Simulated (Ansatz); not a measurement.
**C$_{2}$H$_{10}$AlNO: nudged elastic band (part 2 of 2)**

C$_{2}$H$_{10}$AlNO; RKS PBE0-D4/6-31G* (Ansatz 0.2.0). It belongs to a series of runs on one base structure; here: band between the two ends.

Geometry of the input (Å):
```
Al -0.3197  -0.4174  -0.5167
O  1.1330  0.1882  0.1606
C  1.7219  1.4535  0.1085
C  -0.8341  -2.2494  -0.1032
N  -1.2882  0.6551  -1.5559
H  0.1318  0.3352  2.3838
H  -0.2187  0.4854  3.0251
H  1.7098  1.9221  1.1027
H  2.7694  1.3704  -0.2100
H  1.2156  2.1399  -0.5888
H  -0.9435  -2.3850  0.9795
H  -1.7813  -2.5366  -0.5733
H  -0.0678  -2.9595  -0.4365
H  -1.0598  1.6084  -1.8006
H  -2.1682  0.3897  -1.9753
```

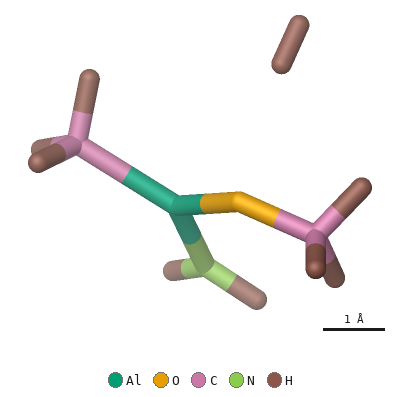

The starting structure (stick view, seen at a tilt). Sticks mark near contacts.

What the program printed, continued:
```
NEB iter  36: max|band force component| = 4.889e-2 eV/Å  barrier→ = 1.0251 eV  barrier← = 0.6976 eV  CI = image 4  Δτ_max = 0.0408 Å  (185 SCF iters)
NEB iter  37: max|band force component| = 1.087e-1 eV/Å  barrier→ = 1.0251 eV  barrier← = 0.6976 eV  CI = image 4  Δτ_max = 0.0203 Å  (182 SCF iters)
NEB iter  38: max|band force component| = 5.061e-2 eV/Å  barrier→ = 1.0251 eV  barrier← = 0.6976 eV  CI = image 4  Δτ_max = 0.0407 Å  (183 SCF iters)
NEB iter  39: max|band force component| = 4.651e-2 eV/Å  barrier→ = 1.0251 eV  barrier← = 0.6976 eV  CI = image 4  Δτ_max = 0.0407 Å  (181 SCF iters)
NEB iter  40: max|band force component| = 4.641e-2 eV/Å  barrier→ = 1.0251 eV  barrier← = 0.6976 eV  CI = image 4  Δτ_max = 0.0815 Å  (187 SCF iters)
NEB iter  41: max|band force component| = 4.416e-2 eV/Å  barrier→ = 1.0251 eV  barrier← = 0.6976 eV  CI = image 4  Δτ_max = 0.0816 Å  (186 SCF iters)
NEB iter  42: max|band force component| = 4.464e-2 eV/Å  barrier→ = 1.0251 eV  barrier← = 0.6976 eV  CI = image 4  Δτ_max = 0.0818 Å  (185 SCF iters)
NEB iter  43: max|band force component| = 5.752e-2 eV/Å  barrier→ = 1.0251 eV  barrier← = 0.6976 eV  CI = image 4  Δτ_max = 0.0409 Å  (185 SCF iters)
NEB iter  44: max|band force component| = 3.479e-2 eV/Å  barrier→ = 1.0251 eV  barrier← = 0.6976 eV  CI = image 4  Δτ_max = 0.0409 Å  (187 SCF iters)
the calculation of the forces begins
reference -12361.69302812 eV, -454.2838397269 hartree; 25, 25 occupied and 74, 74 virtual orbitals, 1143 factors
1143 factors; integrals over basis functions are off by at most 4.8e-4 eV
mean field evaluation 2336: about -12361.0404 eV, gradient 1.2e-2 eV
mean field -12361.04041482 eV, -454.2598566306 hartree, gradient 1.4e-5 eV, S^2 0.000000; 1 other end points of the search recorded, 0 dependent functions left out
the calculation of the forces begins
reference -12361.04044551 eV, -454.2598577583 hartree; 25, 25 occupied and 74, 74 virtual orbitals, 1143 factors
NEB iter  45: max|band force component| = 2.375e-2 eV/Å  barrier→ = 1.0251 eV  barrier← = 0.6976 eV  CI = image 4  Δτ_max = 0.0000 Å  (360 SCF iters)
```

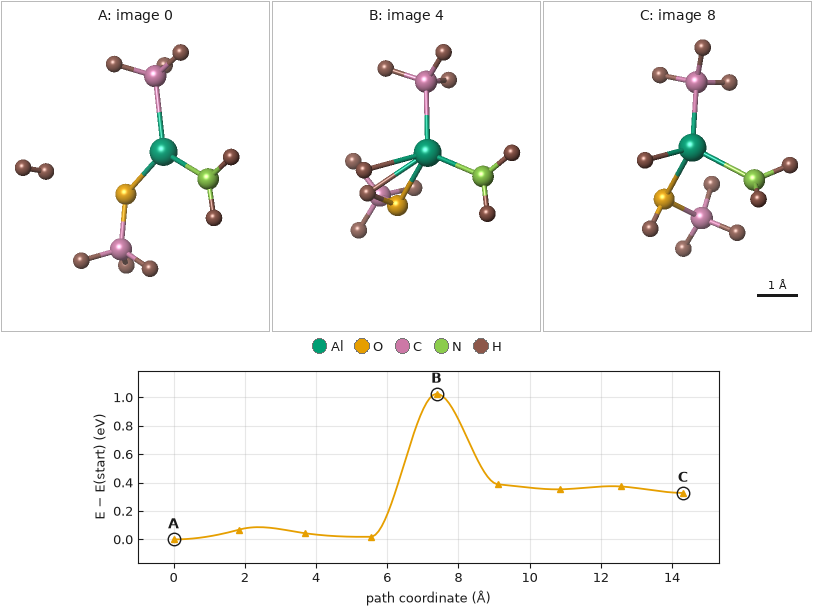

Images of the last band (counted from 0; ball-and-stick, seen at a tilt) above the energy along the path; the line is a cubic interpolation that uses the forces. The highest image is number 4, 1.025 eV above the start and 0.698 eV above the end (the climbing image); the end lies 0.328 eV above the start. The path is 14.30 Å long. The band converged in 45 iterations.

```
Total energy: -12361.27081640 eV, -454.2683237324 hartree
Atom 0 at    -0.797680     0.014504    -0.128975 Å, force     0.000083     0.000137     0.000006 eV/Å
Atom 1 at     0.554632     1.279387     0.213018 Å, force     0.000192     0.000110    -0.000232 eV/Å
Atom 2 at     1.903541     0.913701     0.450007 Å, force    -0.000026    -0.000096    -0.000094 eV/Å
Atom 3 at    -0.225148    -1.848135     0.045720 Å, force    -0.000099    -0.000004    -0.000022 eV/Å
Atom 4 at    -1.914566     0.541634    -1.413811 Å, force     0.000068     0.000053     0.000222 eV/Å
Atom 5 at    -0.220479     1.190488     1.161406 Å, force    -0.000586    -0.000231     0.000209 eV/Å
Atom 6 at    -1.128164     0.748122     1.495567 Å, force     0.000192     0.000093    -0.000173 eV/Å
Atom 7 at     1.985167     0.140734     1.225851 Å, force     0.000027    -0.000040     0.000002 eV/Å
Atom 8 at     2.342647     0.525933    -0.474767 Å, force     0.000049     0.000006     0.000007 eV/Å
Atom 9 at     2.468393     1.795892     0.766045 Å, force    -0.000006    -0.000013     0.000015 eV/Å
Atom 10 at     0.157718    -2.074544     1.048057 Å, force     0.000002    -0.000002     0.000035 eV/Å
Atom 11 at    -1.047247    -2.547367    -0.149297 Å, force     0.000057     0.000025    -0.000011 eV/Å
Atom 12 at     0.572814    -2.087942    -0.668922 Å, force     0.000037     0.000029     0.000026 eV/Å
Atom 13 at    -2.177847     1.498526    -1.601638 Å, force    -0.000020    -0.000045    -0.000028 eV/Å
Atom 14 at    -2.473581    -0.091034    -1.968261 Å, force     0.000029    -0.000019     0.000039 eV/Å
Dipole moment:     0.237586    -0.024758    -0.025647 e Å
this run last wrote the band of iteration 45 to [file]
```

The last band as extended XYZ (Å, eV, eV/Å):
```
15
Properties=species:S:1:pos:R:3:forces:R:3 image=0 energy=-12362.29591
Al   -0.3197   -0.4174   -0.5167   -0.0048   0.0047  -0.0039
O     1.1330    0.1882    0.1606    0.0045  -0.0064  -0.0023
C     1.7219    1.4535    0.1085   -0.0124   0.0002  -0.0013
C    -0.8341   -2.2494   -0.1032   -0.0001  -0.0080  -0.0002
N    -1.2882    0.6551   -1.5559    0.0053   0.0061   0.0056
H     0.1318    0.3352    2.3838   -0.0022   0.0009   0.0032
H    -0.2187    0.4854    3.0251    0.0013  -0.0005  -0.0033
H     1.7098    1.9221    1.1027    0.0014   0.0049  -0.0016
H     2.7694    1.3704   -0.2100    0.0009   0.0008  -0.0006
H     1.2156    2.1399   -0.5888    0.0078  -0.0024   0.0048
H    -0.9435   -2.3850    0.9795    0.0005  -0.0002  -0.0080
H    -1.7813   -2.5366   -0.5733    0.0078   0.0015   0.0040
H    -0.0678   -2.9595   -0.4365   -0.0082   0.0071   0.0036
H    -1.0598    1.6084   -1.8006   -0.0020  -0.0043  -0.0001
H    -2.1682    0.3897   -1.9753    0.0002  -0.0044   0.0001
15
Properties=species:S:1:pos:R:3:forces:R:3 image=1 energy=-12362.22683
Al   -0.3841   -0.2904   -0.4717    0.0021  -0.0076   0.0054
O     1.0350    0.3876    0.1680    0.0187  -0.0324   0.0136
C     2.0344    1.3426    0.0649   -0.0071   0.0093  -0.0025
C    -0.6428   -2.1894   -0.1274   -0.0116  -0.0087  -0.0005
N    -1.5724    0.6790   -1.3755    0.0186   0.0038  -0.0012
H    -0.4199    0.5372    2.2977    0.0073  -0.0108   0.0061
H    -1.0286    0.4763    2.7240    0.0040   0.0046   0.0038
H     2.4111    1.5988    1.0644   -0.0012   0.0224  -0.0058
H     2.8824    0.9553   -0.5184    0.0094   0.0305  -0.0048
H     1.6948    2.2731   -0.4135   -0.0356   0.0058  -0.0103
H    -0.9182   -2.3562    0.9210   -0.0090  -0.0080   0.0007
H    -1.4156   -2.6494   -0.7521   -0.0173  -0.0016   0.0017
H     0.2958   -2.7298   -0.2973   -0.0169  -0.0162  -0.0034
H    -1.5372    1.6733   -1.5493    0.0234   0.0014   0.0009
H    -2.4345    0.2918   -1.7348    0.0152   0.0076  -0.0039
15
Properties=species:S:1:pos:R:3:forces:R:3 image=3 energy=-12362.27734
Al   -0.4806   -0.0628   -0.6728    0.0040   0.0053   0.0002
O     0.6869    1.1377   -0.2963    0.0074  -0.0098  -0.0018
C     1.9164    1.0108    0.3570   -0.0148   0.0024  -0.0089
C    -0.2783   -1.9245   -0.1167    0.0002   0.0017   0.0003
N    -1.8746    0.5189   -1.6043   -0.0048  -0.0062  -0.0017
H    -0.5345    1.0592    1.9466   -0.0010   0.0010   0.0064
H    -0.8862    0.8028    2.5518   -0.0006   0.0010   0.0041
H     1.9065    0.2370    1.1408    0.0057  -0.0061  -0.0063
H     2.7213    0.7600   -0.3491    0.0058   0.0068   0.0028
H     2.1795    1.9629    0.8355   -0.0028   0.0009   0.0044
H    -0.0531   -2.0002    0.9539   -0.0027   0.0018  -0.0004
H    -1.1857   -2.5090   -0.3058   -0.0012   0.0001  -0.0003
H     0.5444   -2.4155   -0.6508    0.0007  -0.0026   0.0019
H    -1.9984    1.4726   -1.9136    0.0048   0.0009  -0.0008
H    -2.6633   -0.0500   -1.8760   -0.0008   0.0027   0.0000
15
Properties=species:S:1:pos:R:3:forces:R:3 image=4 energy=-12361.27079
Al   -0.7977    0.0145   -0.1290    0.0001   0.0001   0.0000
O     0.5546    1.2794    0.2130    0.0002   0.0001  -0.0002
C     1.9035    0.9137    0.4500    0.0000  -0.0001  -0.0001
C    -0.2251   -1.8481    0.0457   -0.0001   0.0000   0.0000
N    -1.9146    0.5416   -1.4138    0.0001   0.0001   0.0002
H    -0.2205    1.1905    1.1614   -0.0006  -0.0002   0.0002
H    -1.1282    0.7481    1.4956    0.0002   0.0001  -0.0002
H     1.9852    0.1407    1.2259    0.0000   0.0000   0.0000
H     2.3426    0.5259   -0.4748    0.0000   0.0000   0.0000
H     2.4684    1.7959    0.7660    0.0000   0.0000   0.0000
H     0.1577   -2.0745    1.0481    0.0000   0.0000   0.0000
H    -1.0472   -2.5474   -0.1493    0.0001   0.0000   0.0000
H     0.5728   -2.0879   -0.6689    0.0000   0.0000   0.0000
H    -2.1778    1.4985   -1.6016    0.0000   0.0000   0.0000
H    -2.4736   -0.0910   -1.9683    0.0000   0.0000   0.0000
15
Properties=species:S:1:pos:R:3:forces:R:3 image=5 energy=-12361.90829
Al   -1.1066   -0.0067    0.1624    0.0021  -0.0017   0.0048
O     0.4920    1.1845    0.6188   -0.0090  -0.0038  -0.0025
C     1.8443    0.8432    0.3030    0.0006   0.0015   0.0024
C    -0.2295   -1.7782    0.1040   -0.0019   0.0015   0.0008
N    -1.7851    0.5864   -1.3946    0.0037   0.0016  -0.0026
H     0.3957    1.3886    1.5609    0.0140   0.0027   0.0090
H    -1.8257    0.5135    1.5148   -0.0112  -0.0016   0.0002
H     2.1625   -0.0521    0.8450    0.0010  -0.0032  -0.0063
H     1.8666    0.6456   -0.7684   -0.0091   0.0032  -0.0040
H     2.5013    1.6869    0.5317    0.0009  -0.0023  -0.0026
H     0.3459   -2.0001    1.0133    0.0012   0.0018   0.0009
H    -0.9777   -2.5763    0.0125    0.0006  -0.0021   0.0033
H     0.4545   -1.8979   -0.7472   -0.0024   0.0026   0.0006
H    -2.4152    1.3710   -1.4835   -0.0031  -0.0013   0.0008
H    -1.7229    0.0916   -2.2728    0.0126   0.0009  -0.0049
15
Properties=species:S:1:pos:R:3:forces:R:3 image=7 energy=-12361.92329
Al   -1.0072   -0.1959    0.3071   -0.0032  -0.0035  -0.0088
O     0.7501    0.5626    0.9944   -0.0082  -0.0129  -0.0114
C     1.7134    1.1616    0.1193   -0.0045   0.0016   0.0062
C    -0.5118   -2.0882    0.0674   -0.0024   0.0005  -0.0016
N    -1.2520    0.7644   -1.2132    0.0016  -0.0004   0.0066
H     0.5950    1.1123    1.7744    0.0118   0.0034   0.0029
H    -1.8036    0.3308    1.6114    0.0047   0.0029   0.0018
H     2.7199    0.9587    0.4955    0.0035   0.0256   0.0007
H     1.5696    0.7048   -0.8585    0.0037  -0.0077   0.0037
H     1.5407    2.2367    0.0256   -0.0015  -0.0026  -0.0008
H    -0.0429   -2.5039    0.9683   -0.0029  -0.0022   0.0000
H    -1.3838   -2.7161   -0.1559   -0.0044   0.0000  -0.0002
H     0.1984   -2.2319   -0.7584   -0.0037  -0.0040  -0.0002
H    -1.8582    1.5734   -1.2508    0.0028  -0.0001   0.0008
H    -1.2272    0.3306   -2.1267    0.0026  -0.0004   0.0003
15
Properties=species:S:1:pos:R:3:forces:R:3 image=8 energy=-12361.96838
Al   -1.0103   -0.1819    0.3684    0.0023  -0.0032   0.0000
O     0.7282    0.6014    1.0890   -0.0030  -0.0047   0.0060
C     1.7209    0.9497    0.1101   -0.0003  -0.0026  -0.0051
C    -0.4297   -2.0184   -0.0492    0.0006   0.0027   0.0023
N    -1.3180    0.9413   -1.0298   -0.0011   0.0028   0.0001
H     0.4662    1.3941    1.5806   -0.0038   0.0040  -0.0016
H    -1.8355    0.2124    1.6964    0.0016  -0.0004  -0.0002
H     2.5546    1.4601    0.5992    0.0028   0.0008   0.0004
H     2.0690    0.0065   -0.3118    0.0004  -0.0027  -0.0010
H     1.2712    1.5641   -0.6744    0.0006   0.0045   0.0013
H     0.1277   -2.4731    0.7796    0.0012  -0.0006   0.0019
H    -1.2920   -2.6694   -0.2436   -0.0032  -0.0009   0.0003
H     0.2089   -2.0767   -0.9410    0.0016   0.0010  -0.0028
H    -2.0424    1.6464   -0.9817    0.0003  -0.0012  -0.0005
H    -1.2187    0.6434   -1.9918    0.0001   0.0005  -0.0011
```
